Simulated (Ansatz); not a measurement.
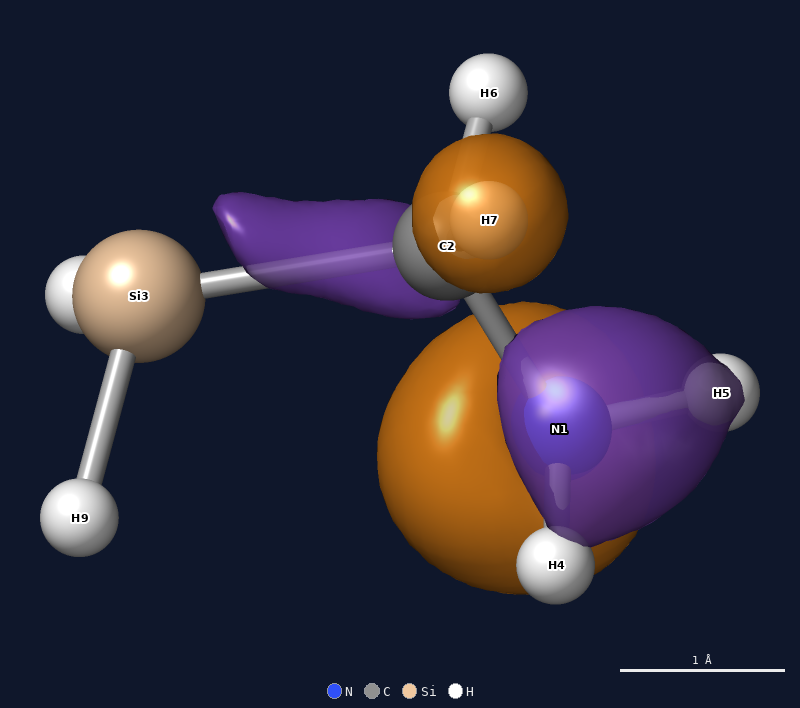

The picture shows: CH₆NSi (SMILES NC[SiH2]) (doublet). One frontier orbital at ±0.2 Å⁻³ᐟ² (orange and purple are the two phases), seen across its widest extent.

Computed with Ansatz 0.2.0, UKS PBE/6-31G*.

```xyz
9

N    -0.9399    0.7065   -0.6548
C     0.4085    0.4035   -0.1537
Si    0.1577   -0.7114    1.3930
H    -1.3015   -0.0869   -1.1922
H    -0.9285    1.5182   -1.2840
H     0.8767    1.3420    0.1913
H     1.1084   -0.0539   -0.8853
H    -0.6168    0.0346    2.4467
H    -0.6288   -1.9385    0.9998
```

> Which orbital is it: HOMO (β) or LUMO (β)?

The HOMO (β), at −5.25 eV. By Hirshfeld shares it lies mainly on N1 (about 60 %), C2 (about 10 %), Si3 (about 10 %) and H7 (about 5 %).
